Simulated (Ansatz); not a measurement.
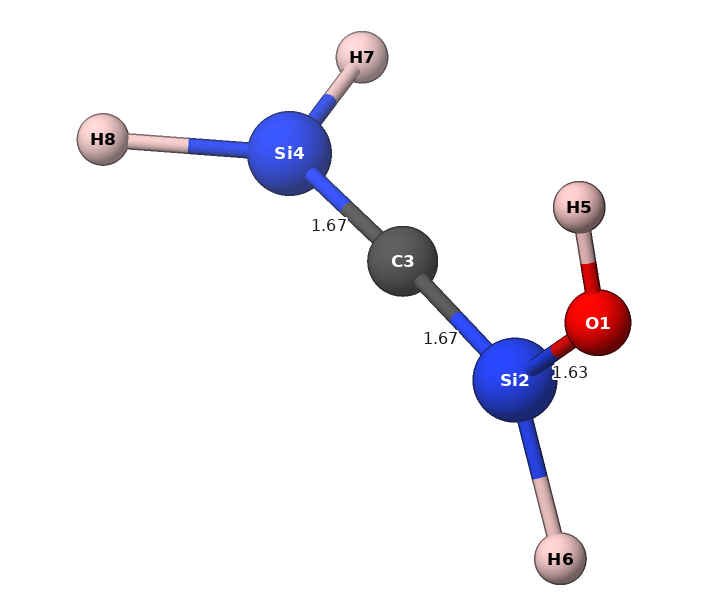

The numbers beside the sticks are distances in Å. Sticks don't show bond order. The geometry was computed by an optimisation with PBE0-D4/def2-TZVP. No frequency run is at hand to confirm it as a minimum.

> Assign a bond order to each marked bond.

O1–Si2 single; Si2–C3 double; C3–Si4 double.

> Write the SMILES.

O[SiH]=C=[SiH2]
